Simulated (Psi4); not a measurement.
# CH3BO (B(CO)H3) at 4 levels

Wanted: a comparison of 4 runs (MP4(SDQ)/6-31G, ACPF/def2-SVP, LCCSD/cc-pVDZ, CCSD(T)/6-31G**) of CH3BO (B(CO)H3). 

The calculation is run with Psi4 1.11.

2 further runs of the same task are left out: 2 set aside as unsound or not needed.

### 1 The structure to begin with

The species is CH3BO (6 atoms), meant as a singlet with charge 0. As SMILES, `[H]B([H])([H])<-[C-]#[O+]`. Geometry: relaxed at GFN2-xTB.

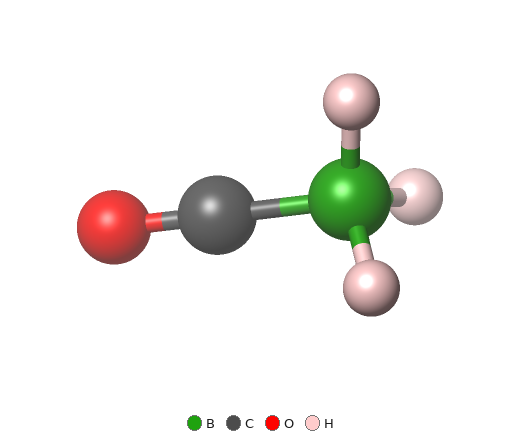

The structure, seen from a chosen angle (boron green, carbon dark grey, oxygen red, hydrogen pink).

### 2 The energy at MP4(SDQ)/6-31G (Cholesky decomposition) (run 1)

The input, ch3bo.xyz:

```xyz
6
CH3BO
B     -0.013250     0.005270    -0.516110
C      0.011910     0.007900     0.957520
O      0.044170    -0.008430     2.099160
H      1.125420     0.004210    -0.852220
H     -0.589380     0.982500    -0.862300
H     -0.578870    -0.991440    -0.826050
```

The input, job.py:

```python
import psi4

psi4.set_memory(1600000000)
psi4.set_num_threads(1)
psi4.set_output_file('psi4.out', False)

with open('ch3bo.xyz') as f:
    atoms = ''.join(f.readlines()[2:])
mol = psi4.geometry('0 1\n' + atoms + '')

psi4.set_options({
    'reference': 'rhf',
    'scf_type': 'cd',
    'df_basis_mp2': 'cc-pvdz-ri',
})

energy_value = psi4.energy("mp4(sdq)/6-31G")
print(f'total energy {energy_value:.8f} hartree = {energy_value * 27.211386:.5f} eV')
for k, v in sorted(psi4.core.scalar_variables().items()):
    print(f'{k:45s} {v:18.10f}')
```

Run with:

```
$ python job.py
```

psi4.out:

```text
[...]
  Running in c1 symmetry.
[...]
  Nuclear repulsion =   57.076153612729442
[...]
  Multiplicity = 1
[...]
  Nalpha       = 11
  Nbeta        = 11
[...]
    Number of basis functions: 33
[...]
   @RHF iter   1:  -138.99160665095377   -7.55348e-01   1.01566e-02 DIIS/ADIIS
[...]
   @RHF iter  12:  -139.05409601756375   -7.67386e-13   3.22148e-09 DIIS
[...]
    Orbital Energies [Eh]
    ---------------------
    Doubly Occupied:
       1A    -20.734875     2A    -11.468128     3A     -7.550702
       4A     -1.595330     5A     -0.920108     6A     -0.794322
       7A     -0.693632     8A     -0.693250     9A     -0.567958
      10A     -0.471967    11A     -0.471825
[...]
  @RHF Final Energy:  -139.05409601756375
   => Energetics <=
    Nuclear Repulsion Energy =             57.0761536127294420
    One-Electron Energy =                -300.3363070680712212
    Two-Electron Energy =                 104.2060574377780142
    Total Energy =                       -139.0540960175637508
[...]
 Multipole Moments:
 ------------------------------------------------------------------------------------
     Multipole            Electronic (a.u.)      Nuclear  (a.u.)        Total (a.u.)
 ------------------------------------------------------------------------------------
 L = 1.  Multiply by 2.5417464519 to convert [e a0] to [Debye]
 Dipole X            :          0.0568839           -0.0565855            0.0002983
 Dipole Y            :          0.0231220           -0.0100865            0.0130356
 Dipole Z            :          4.0378191           -3.5122344            0.5255847
 Magnitude           :                                                    0.5257464
[...]
      * MP2 total energy:                   -139.345703177874
[...]
      * MP3 total energy:                   -139.338783565683
[...]
```

On the terminal:

```text
total energy -139.35845382 hartree = -3792.13668 eV
CURRENT CORRELATION ENERGY                         -0.3043578025
CURRENT ENERGY                                   -139.3584538200
CURRENT REFERENCE ENERGY                         -139.0540960176
DD SOLVATION ENERGY                                 0.0000000000
HF KINETIC ENERGY                                 139.1612840068
HF POTENTIAL ENERGY                              -278.2153800244
HF TOTAL ENERGY                                  -139.0540960176
HF VIRIAL RATIO                                     1.9992297571
MP2 CORRELATION ENERGY                             -0.2916071603
MP2 DOUBLES ENERGY                                 -0.2916071603
MP2 OPPOSITE-SPIN CORRELATION ENERGY               -0.2181119578
MP2 SAME-SPIN CORRELATION ENERGY                   -0.0734952026
MP2 SINGLES ENERGY                                  0.0000000000
MP2 TOTAL ENERGY                                 -139.3457031779
MP2.5 CORRELATION ENERGY                           -0.2881473542
MP2.5 DOUBLES ENERGY                               -0.2881473542
MP2.5 OPPOSITE-SPIN CORRELATION ENERGY             -0.2212955593
MP2.5 SAME-SPIN CORRELATION ENERGY                 -0.0668517949
MP2.5 SINGLES ENERGY                                0.0000000000
MP2.5 TOTAL ENERGY                               -139.3422433718
MP3 CORRELATION ENERGY                             -0.2846875481
MP3 DOUBLES ENERGY                                 -0.2846875481
MP3 OPPOSITE-SPIN CORRELATION ENERGY               -0.2244791609
MP3 SAME-SPIN CORRELATION ENERGY                   -0.0602083873
MP3 SINGLES ENERGY                                  0.0000000000
MP3 TOTAL ENERGY                                 -139.3387835657
MP4(SDQ) CORRELATION ENERGY                        -0.3043578025
MP4(SDQ) TOTAL ENERGY                            -139.3584538200
NUCLEAR REPULSION ENERGY                           57.0761536127
ONE-ELECTRON ENERGY                              -300.3363070681
PCM POLARIZATION ENERGY                             0.0000000000
PE ENERGY                                           0.0000000000
SCF ITERATION ENERGY                             -139.0540960176
SCF ITERATIONS                                     12.0000000000
SCF TOTAL ENERGY                                 -139.0540960176
TWO-ELECTRON ENERGY                               104.2060574378
```

Run time: 2.6 s. Hardware: 1 thread of Intel Xeon Platinum 8259CL at 2.50GHz (Skylake/Cascade Lake), shared host; peak memory 0.2 GiB.

### 3 A single-point energy at ACPF/def2-SVP (run 2)

The input, calc.py:

```python
import psi4

psi4.set_memory(1600000000)
psi4.set_num_threads(1)
psi4.core.set_output_file('output.dat', False)

molecule = psi4.geometry("""
B     -0.02503887     0.00995886    -0.97530655
C      0.02250664     0.01492884     1.80945056
O      0.08346920    -0.01593039     3.96683749
H      2.12673558     0.00795575    -1.61046240
H     -1.11376678     1.85665592    -1.62951084
H     -1.09390576    -1.87355007    -1.56100827
units bohr
""")

psi4.set_options({
    'scf_type': 'pk',
    'freeze_core': True,
})

E, wfn = psi4.energy('acpf/def2-SVP', return_wfn=True)
print(f'total energy {E:.8f} hartree = {E * 27.211386:.5f} eV')
```

Run with:

```
$ python calc.py
```

output.dat:

```text
[...]
  Running in c1 symmetry.
[...]
  Nuclear repulsion =   57.076153653543251
[...]
  Multiplicity = 1
[...]
  Nalpha       = 11
  Nbeta        = 11
[...]
    Number of basis functions: 57
[...]
   @RHF iter   1:  -138.96138856263178   -7.95902e-01   5.71942e-03 DIIS/ADIIS
[...]
   @RHF iter  11:  -139.02218645669691   -3.66640e-12   8.31808e-09 DIIS
[...]
    Orbital Energies [Eh]
    ---------------------
    Doubly Occupied:
       1A    -20.710168     2A    -11.447585     3A     -7.553626
       4A     -1.544167     5A     -0.907012     6A     -0.797835
       7A     -0.690823     8A     -0.690450     9A     -0.564923
      10A     -0.474306    11A     -0.474006
[...]
  @RHF Final Energy:  -139.02218645669691
   => Energetics <=
    Nuclear Repulsion Energy =             57.0761536535432512
    One-Electron Energy =                -300.4868809596006258
    Two-Electron Energy =                 104.3885408493604530
    Total Energy =                       -139.0221864566969145
[...]
 Multipole Moments:
 ------------------------------------------------------------------------------------
     Multipole            Electronic (a.u.)      Nuclear  (a.u.)        Total (a.u.)
 ------------------------------------------------------------------------------------
 L = 1.  Multiply by 2.5417464519 to convert [e a0] to [Debye]
 Dipole X            :          0.0601582           -0.0565855            0.0035726
 Dipole Y            :          0.0211252           -0.0100865            0.0110387
 Dipole Z            :          4.1315876           -3.5122344            0.6193532
 Magnitude           :                                                    0.6194618
[...]
      * SCS-MP2 total energy:                 -139.428486756670
[...]
      * MP2 total energy:                     -139.434041639607
[...]
```

On the terminal:

```text
total energy -139.46130985 hartree = -3794.93553 eV
```

It took 5.4 s on 1 thread of Intel Xeon Platinum 8259CL at 2.50GHz (Skylake/Cascade Lake), shared host; peak memory 0.26 GiB.

Run 3 isn't shown in full; the table further down has it.

### 4 The energy at CCSD(T)/6-31G(d,p) (Cartesian functions) (run 4)

The input, job.json:

```json
{
 "schema_name": "qcschema_input",
 "schema_version": 1,
 "molecule": {
  "schema_name": "qcschema_molecule",
  "schema_version": 2,
  "symbols": ["B", "C", "O", "H", "H", "H"],
  "geometry": [-0.02503887, 0.00995886, -0.97530655, 0.02250664, 0.01492884, 1.80945056, 0.0834692, -0.01593039, 3.96683749, 2.12673558, 0.00795575, -1.6104624, -1.11376678, 1.85665592, -1.62951084, -1.09390576, -1.87355007, -1.56100827],
  "molecular_charge": 0,
  "molecular_multiplicity": 1
 },
 "driver": "energy",
 "model": {
  "method": "ccsd(t)",
  "basis": "6-31G**"
 },
 "keywords": {
  "freeze_core": true,
  "scf_type": "pk"
 }
}
```

Run with:

```
$ psi4 --qcschema job.json -n 1 --memory 1600MB
```

stdout:

```text
[...]
  Running in c1 symmetry.
[...]
  Nuclear repulsion =   57.076153653543251
[...]
  Multiplicity = 1
[...]
  Nalpha       = 11
  Nbeta        = 11
[...]
    Number of basis functions: 60
[...]
   @RHF iter   1:  -139.07552467885364   -8.38972e-01   5.63142e-03 DIIS/ADIIS
[...]
   @RHF iter  11:  -139.13575802098708   -2.64322e-12   7.33167e-09 DIIS
[...]
  @RHF Final Energy:  -139.13575802098708
   => Energetics <=
    Nuclear Repulsion Energy =             57.0761536535432512
    One-Electron Energy =                -300.7172356179263488
    Two-Electron Energy =                 104.5053239433959931
    Total Energy =                       -139.1357580209871116
[...]
 Multipole Moments:
 ------------------------------------------------------------------------------------
     Multipole            Electronic (a.u.)      Nuclear  (a.u.)        Total (a.u.)
 ------------------------------------------------------------------------------------
 L = 1.  Multiply by 2.5417464519 to convert [e a0] to [Debye]
 Dipole X            :          0.0597621           -0.0565855            0.0031765
 Dipole Y            :          0.0217793           -0.0100865            0.0116928
 Dipole Z            :          4.1371305           -3.5122344            0.6248961
 Magnitude           :                                                    0.6250135
[...]
      * MP2 total energy                      = -139.543946580819977
[...]
      * CCSD total energy                     = -139.563171382050825
[...]
      * CCSD(T) total energy                  = -139.578957305139085
[...]
```

The result, in JSON:

```text
{
 "driver": "energy",
 "model": {
  "method": "ccsd(t)",
  "basis": "6-31G**"
 },
 "success": true,
 "return_result": -139.57895730513908,
 "properties": {
  "calcinfo_nbasis": 60,
  "calcinfo_nmo": 60,
  "calcinfo_nalpha": 11,
  "calcinfo_nbeta": 11,
  "calcinfo_natom": 6,
  "nuclear_repulsion_energy": 57.07615365354325,
  "return_energy": -139.57895730513908,
  "scf_one_electron_energy": -300.71723561792635,
  "scf_two_electron_energy": 104.505323943396,
  "scf_dipole_moment": [0.003176523975125023, 0.011692811110638274, 0.6248960720721985],
  "scf_total_energy": -139.13575802098708,
  "scf_iterations": 11,
  "mp2_same_spin_correlation_energy": -0.10046093731952171,
  "mp2_opposite_spin_correlation_energy": -0.307727622511909,
  "mp2_singles_energy": -4.581992339264436e-28,
  "mp2_doubles_energy": -0.4081885598314307,
  "mp2_correlation_energy": -0.4081885598314307,
  "mp2_total_energy": -139.54394658081998,
  "ccsd_same_spin_correlation_energy": -0.08861679285400215,
  "ccsd_opposite_spin_correlation_energy": -0.33879656820830045,
  "ccsd_singles_energy": 0.0,
  "ccsd_doubles_energy": -0.4274133610623026,
  "ccsd_correlation_energy": -0.42741336106230277,
  "ccsd_total_energy": -139.56317138205083,
  "ccsd_iterations": 14,
  "ccsd_prt_pr_correlation_energy": -0.4431992841505639,
  "ccsd_prt_pr_total_energy": -139.57895730513908
 }
}
```

Wall time 8.7 s (1 thread of Intel Xeon Platinum 8259CL at 2.50GHz (Skylake/Cascade Lake), shared host); peak memory 0.28 GiB.

### 5 All runs side by side

```tsv
run	level	integrals	integral approximation	energy (Eh)	HOMO energy (eV)	LUMO energy (eV)	HOMO–LUMO gap (eV)	wall time
1	MP4(SDQ)/6-31G (Cholesky decomposition)	cd	Cholesky	-139.358454	-12.84	2.41	15.24	2.6 s
2	ACPF/def2-SVP	pk	none	-139.461310	-12.90	2.63	15.53	5.4 s
3	LCCSD/cc-pVDZ	pk	none	-139.593990	-12.83	2.80	15.64	5.7 s
4	CCSD(T)/6-31G** (Cartesian functions)	pk	none	-139.578957	-12.82	2.84	15.66	8.7 s
```

### 6 Results

| quantity | value |
| --- | --- |
| run 4: total energy | -139.57896 Eh |
| run 4: HOMO energy (Hartree–Fock orbitals) | -12.82 eV |
| run 4: LUMO energy (Hartree–Fock orbitals) | 2.84 eV |
| run 4: HOMO–LUMO gap (Hartree–Fock orbitals) | 15.66 eV |
| run 4: correlation energy (3 core orbitals frozen) | -443.2 mEh |
| run 4: (T) correction | -15.79 mEh |
| run 4: T1 diagnostic | 0.018 |

All runs together took 22 s, the longest 8.7 s.
